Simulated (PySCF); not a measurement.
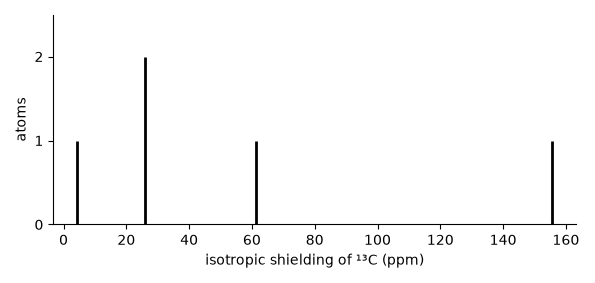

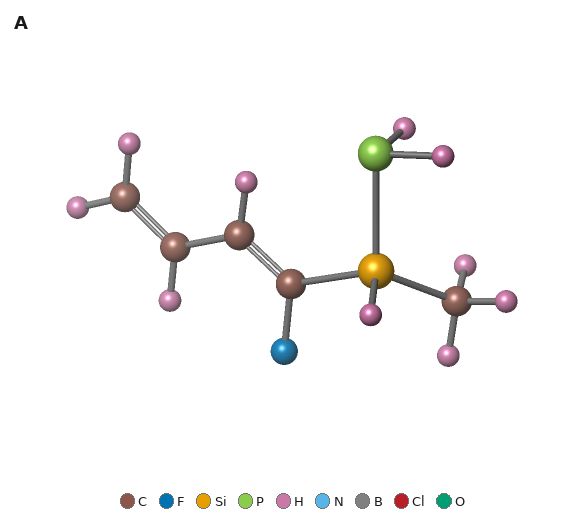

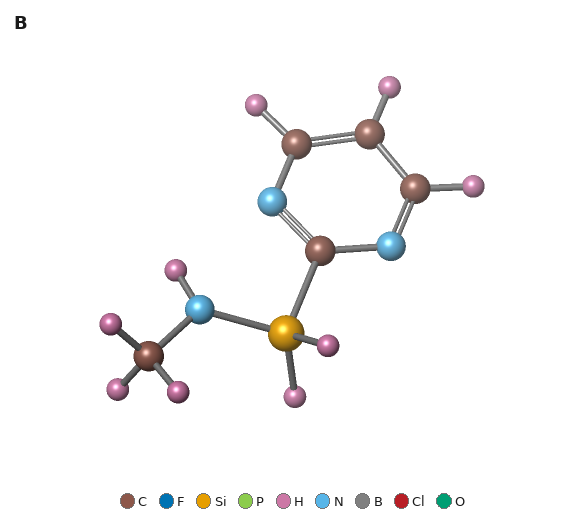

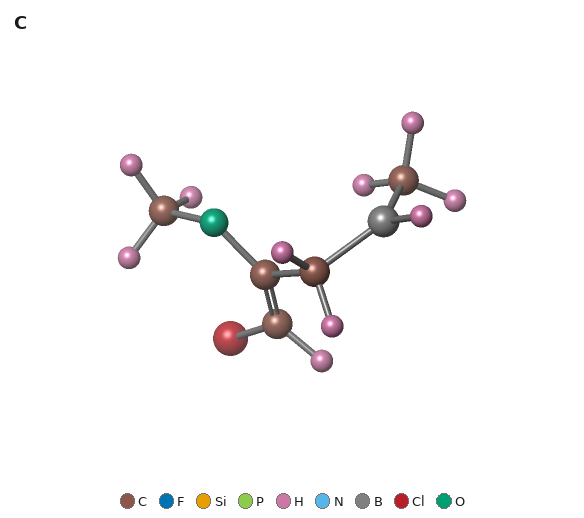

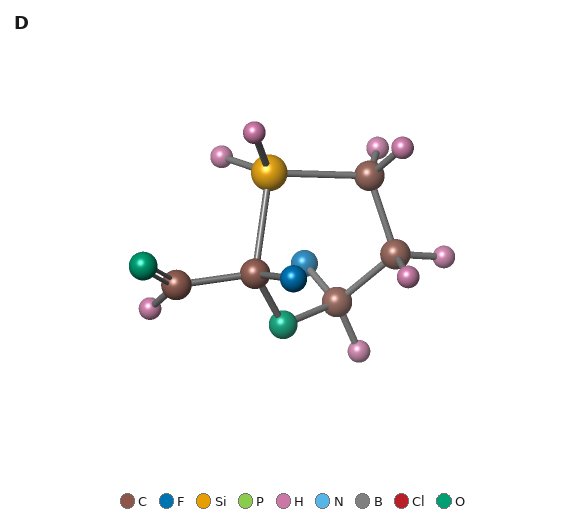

The sticks are computed shieldings of one of the molecules, for one fixed geometry (GFN2-xTB) without averaging over rotations. Low shielding means a high chemical shift. Method: GIAO PBE0/pcSseg-1 NMR shielding, non-relativistic, gas phase (PySCF 2.14.0).

Question: Match the spectrum to a structure.

Answer: B, `CN[SiH2]c1ncccn1`. Its 5 C atoms give lines at 4.3, 25.8 (2 atoms), 61.4, 155.6 ppm.

The geometry is semi-empirical. Around B, P, Si such bond lengths and angles can be off by a tenth of an ångström or more and by several degrees, and values that hang on the shape move with them.
